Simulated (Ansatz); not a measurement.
BNH$_{4}$ClF: several calculations on one system

Part 1: Relaxation

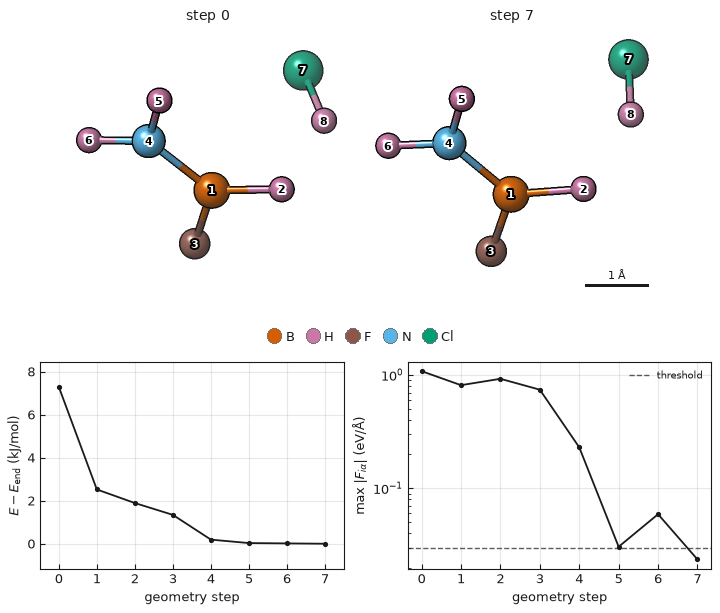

First and last geometry of a relaxation of BNH4ClF, with the history of the run. A ball-and-stick model, seen at a tilt.

The run prepares an end point of a later path (reaction) calculation, from a guessed geometry.

The calculation used RKS B3LYP-D4/def2-SVP in Ansatz 0.2.0.

The input:
```yaml
crystal:
  periodic: [false, false, false]
  atoms:
    - { symbol: B, position_ang: [-0.098252, -0.139301, -0.084681] }
    - { symbol: H, position_ang: [-0.073294, -0.461962, 1.070881] }
    - { symbol: F, position_ang: [1.051914, 0.190901, -0.680439] }
    - { symbol: "N", position_ang: [-1.282435, -0.18814, -0.812891] }
    - { symbol: H, position_ang: [-2.166507, -0.444462, -0.393081] }
    - { symbol: H, position_ang: [-1.337408, 0.0873, -1.788503] }
    - { symbol: Cl, position_ang: [-0.229815, 2.566411, 1.355151] }
    - { symbol: H, position_ang: [-0.051803, 1.290253, 1.698263] }
basis:
  gaussian: { orbitals: def2-SVP }
hamiltonian:
  xc: b3lyp
  dispersion: d4
relax:
  f_tol: 0.03
  max_steps: 50
```

Command:
```bash
ansatz run input.yaml --threads 1 --pin off --max-ram 2048MiB --backend cpu --events-out ev --progress --plain --runs-dir out
```

Q: Read the history and describe the run.

A: It converged. Cl7 moves most after the best rigid fit: 0.39 Å. Largest moves by element: Cl 0.39 Å, F 0.20 Å, H 0.17 Å, B 0.11 Å, N 0.07 Å. Some distances before and after: Cl7–H8 1.333 → 1.293 Å, B1–H2 1.200 → 1.212 Å. Over 7 geometry steps the energy falls by 7.29 kJ/mol. The largest force component goes from 1.1 to 0.024 eV/Å. The run took 21 s on 1 thread of Intel(R) Xeon(R) Platinum 8375C CPU @ 2.90GHz (Ice Lake), with other jobs on the host, peak memory 0.17 GiB.

```csv
step,"E − E(0), kJ/mol","largest force component, eV/Å"
0,0.00,1.0796
1,-4.77,0.8123
2,-5.40,0.9246
3,-5.95,0.7412
4,-7.10,0.2302
5,-7.26,0.0305
6,-7.28,0.0591
7,-7.29,0.0236
```

Part 2: Relaxation

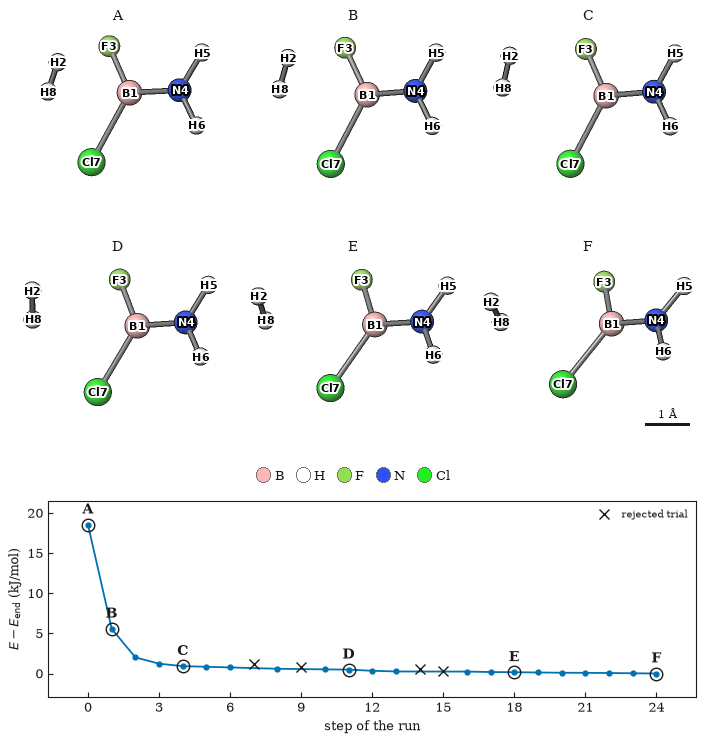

Frames of a relaxation of BNH$_{4}$ClF, marked on the history of the run. Style: ball-and-stick. Shown at a tilt.

The run prepares an end point of a later path (reaction) calculation, from a guessed geometry.

The calculation used RKS B3LYP-D4/def2-SVP (Ansatz 0.2.0). (no spin polarisation; force threshold 0.03 eV/Å; at most 50 steps)

> What happens along the run?

The atom that moves furthest after the best rigid fit is H2 (1.19 Å). By element the largest moves are H 1.19 Å, F 0.80 Å, B 0.40 Å, Cl 0.23 Å, N 0.20 Å. Some distances before and after: B1–Cl7 1.831 → 1.781 Å, H2–H8 0.717 → 0.760 Å. The energy falls by 18.6 kJ/mol in 20 accepted moves (24 points after the start). Largest force component: 1.8 eV/Å at the start, 0.018 eV/Å at the end. The line search rejected the trial steps at points 7, 9, 14, 15 of the run. The forces were under the threshold at step 8, but the run went on from there. Cost: 59 s on 1 thread of Intel(R) Xeon(R) Platinum 8375C CPU @ 2.90GHz (Ice Lake), with other jobs on the host, peak memory 0.17 GiB. From step 0 to 1: H2 moves most (0.20 Å), energy −13.0 kJ/mol. From step 1 to 4: H2 moves most (0.37 Å), energy −4.67 kJ/mol. From step 4 to 11: H2 moves most (0.23 Å), energy −0.43 kJ/mol. From step 11 to 18: H2 moves most (0.29 Å), energy −0.33 kJ/mol. From step 18 to 24: F3 moves most (0.27 Å), energy −0.16 kJ/mol.

```csv
step,"E − E(0), kJ/mol","largest force component, eV/Å",note
0,0.00,1.7746,
1,-12.98,0.5188,
2,-16.55,0.3934,
3,-17.33,0.2394,
4,-17.64,0.1006,
5,-17.72,0.0409,
6,-17.80,0.0494,
7,-17.33,0.6653,rejected
8,-17.96,0.0279,
9,-17.74,0.4795,rejected
10,-18.04,0.1254,
11,-18.07,0.1755,
12,-18.22,0.0191,
13,-18.30,0.0384,
14,-18.03,0.3237,rejected
15,-18.25,0.1767,rejected
16,-18.32,0.0161,
17,-18.37,0.0728,
18,-18.40,0.0881,
19,-18.43,0.0594,
20,-18.46,0.0872,
21,-18.47,0.1068,
22,-18.50,0.1008,
23,-18.53,0.0567,
24,-18.56,0.0180,
```

Limits of the set-up: the start holds two separate molecules, 2.4 Å apart at their closest, whose relative position is a soft coordinate.

Part 3: Path

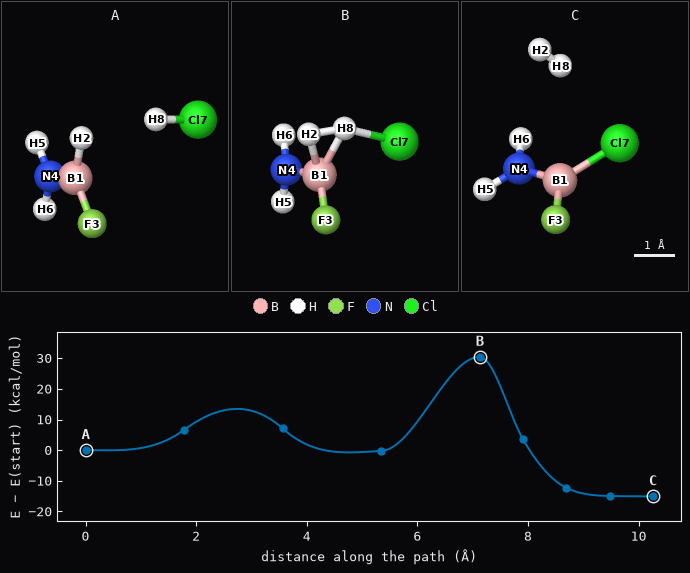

NEB run on BNH4ClF. Images are numbered from 0 (start) to 8 (end). Frames A to C are images 0, 4, 8. The picture is a ball-and-stick view, seen from a free direction.

Theory: RKS B3LYP-D4/def2-SVP (Ansatz 0.2.0). Run with 7 movable images; climbing image; force threshold 0.05 eV/Å; iteration limit 60; starting path through a guess of the saddle point.

Question: Describe the mechanism and the energy profile.

Answer: The energy climbs by 30.4 kcal/mol to image 4 and then falls by 45.5 kcal/mol, so the end point sits at −15.1 kcal/mol. The profile has 2 maxima (images 2, 4) with a dip at image 3 (−0.3 kcal/mol), so the process runs in steps. The path has more than one stage, and so few images may leave a stage unresolved. Breaking: B1–H2 (1.21 → 1.38 at the top → 3.90 Å), Cl7–H8 (1.29 → 1.67 at the top → 2.97 Å). Forming: B1–Cl7 (3.49 → 2.21 at the top → 1.78 Å), H2–H8 (2.01 → 0.96 at the top → 0.76 Å). The band converged in 33 iterations. The largest component of the band force went from 12 to 0.045 eV/Å. The climbing image converged on the top of the path. Its vibrational analysis gives one imaginary mode (901i cm⁻¹), as a transition state must have.
